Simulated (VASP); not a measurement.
Energy against volume of CsCl (CsCl type). All values below come from vdW-DF-cx, VASP's PBE PAW potentials (set 64) (plane waves; VASP).

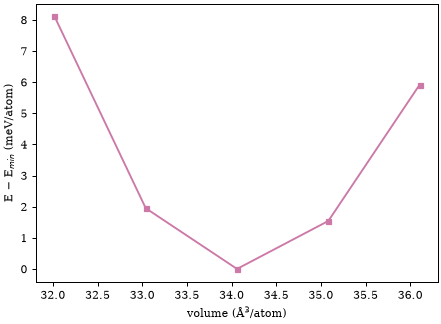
Figure: Energy against volume

Task: Estimate the equilibrium volume and the bulk modulus.

Result: The minimum lies near 34.1 Å³/atom, and the curvature gives B0 of about 18 GPa.

The compound is CsCl in the CsCl type structure. It was relaxed first.
